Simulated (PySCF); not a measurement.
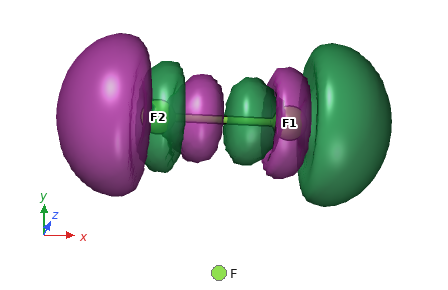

Figure. F2, SMILES `FF`. Change of the electron density in a uniform field of 0.21 V/Å, surfaces at ±0.0015 e/Å³ (green: gain, purple: loss).

Computed with PySCF, PBE0/aug-cc-pVDZ, geometry: GFN2-xTB. No frequency check shows the geometry to be a minimum.

Cartesian coordinates (Å):

```
F1       0.7016    0.0000    0.0000
F2      -0.7016    0.0000    0.0000
```

**Along which Cartesian direction does the field point?**

Along −x: electrons gather on the +x side, against the field.

**How large is the response?**

The induced dipole is 0.12 D (along the field); α along this axis, from the fields in both directions, is 12 bohr³ (1.8 Å³).

**Which atoms gain and lose the most charge?**

Electrons gather most on F1 (Hirshfeld charge changes by −0.011 e) and leave F2 most (+0.011 e); 0.016 electrons are displaced in all.
